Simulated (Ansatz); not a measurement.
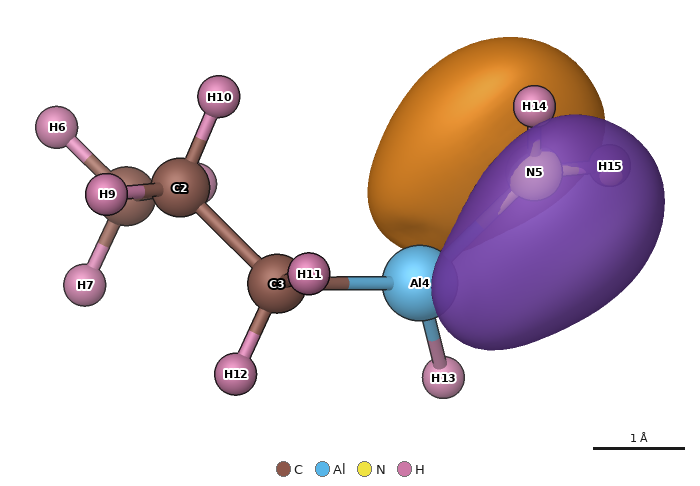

The picture shows: C3H10AlN. The HOMO at ±0.1 Å⁻³ᐟ² (orange and purple are the two phases), seen from one side.

These are results of Ansatz 0.2.0, RKS B3LYP/def2-SVP, not measurements.

```yaml
atoms:
  - { symbol: C, position_ang: [-1.5595, 0.6548, 0.9570] }
  - { symbol: C, position_ang: [-0.0749, 0.9773, 0.7710] }
  - { symbol: C, position_ang: [0.8237, -0.2740, 0.6728] }
  - { symbol: Al, position_ang: [0.4289, -1.5241, -0.8086] }
  - { symbol: N, position_ang: [0.9405, -1.1205, -2.4665] }
  - { symbol: H, position_ang: [-2.1706, 1.5682, 1.0388] }
  - { symbol: H, position_ang: [-1.7285, 0.0571, 1.8686] }
  - { symbol: H, position_ang: [-1.9604, 0.0702, 0.1083] }
  - { symbol: H, position_ang: [0.2559, 1.6164, 1.6109] }
  - { symbol: H, position_ang: [0.0485, 1.5979, -0.1353] }
  - { symbol: H, position_ang: [1.8808, 0.0408, 0.5825] }
  - { symbol: H, position_ang: [0.7680, -0.8383, 1.6234] }
  - { symbol: H, position_ang: [-0.3115, -2.9180, -0.6391] }
  - { symbol: H, position_ang: [1.4396, -0.2822, -2.7508] }
  - { symbol: H, position_ang: [0.7672, -1.7039, -3.2804] }
```

> Where does this orbital lie, and at what energy?

Its weight (Hirshfeld) is mainly on N5 (about 70 %) and Al4 (about 15 %); largely a lone pair of N5. Its energy is −6.89 eV.
